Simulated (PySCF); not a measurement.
# C4H9FOSi2: the cost of one run

The runs use PySCF 2.14.0, with density-fitted response routines of our own; the level of theory stands in each step. All values are computed, except where a source is named. Atoms count from 0, in the outputs and in this text.

## Step 1: The starting structure

17 atoms, charge 0, multiplicity 1; geometry from: GFN2-xTB.

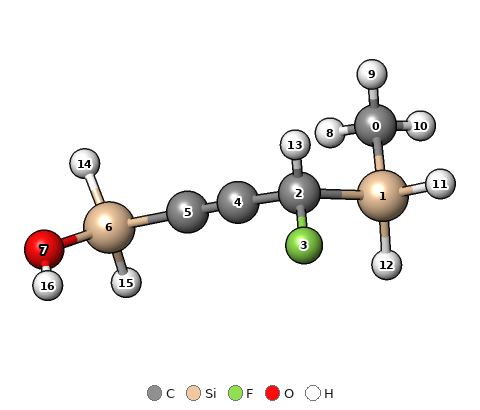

The starting geometry (carbon grey, silicon light orange, fluorine green, oxygen red, hydrogen white), atoms numbered; sticks join atoms by distance.

## Step 2: Excited states and response: CAM-B3LYP/def2-SVPD

Job settings and geometry (Å):

```
{"job": {"kind": "uv", "xc": "CAM-B3LYP", "basis": "def2-SVPD", "nstates": 8, "ntriplets": 3}, "charge": 0, "multiplicity": 1}
C      2.574634     0.728230    -0.256940
Si     2.053583    -1.093194    -0.248937
C      0.666271    -1.300920     1.087145
F      0.267001    -2.641212     1.083304
C     -0.466205    -0.447440     0.825066
C     -1.417216     0.248418     0.568872
Si    -2.895497     1.298174     0.190339
O     -4.202530     0.775282     1.004703
H      1.731891     1.378599    -0.476171
H      2.985850     1.035974     0.700695
H      3.334935     0.904909    -1.010791
H      3.148892    -1.982260     0.153997
H      1.484913    -1.506892    -1.533096
H      1.041340    -1.115486     2.101974
H     -2.726454     2.648204     0.710310
H     -3.117609     1.220543    -1.257491
H     -4.470796    -0.138898     0.996572
```

Level: TDDFT CAM-B3LYP/def2-SVPD, vertical, gas phase, core orbitals frozen in the response.

Launch:

```
OMP_NUM_THREADS=1 python probes_run.py task.json out
```

This one command runs all jobs of the session in turn.

**Question.** How long does this job take on 1 thread of Arm Neoverse V2, shared host, and how much memory does it need?

About 87 s, with a peak of 1.2 GiB.
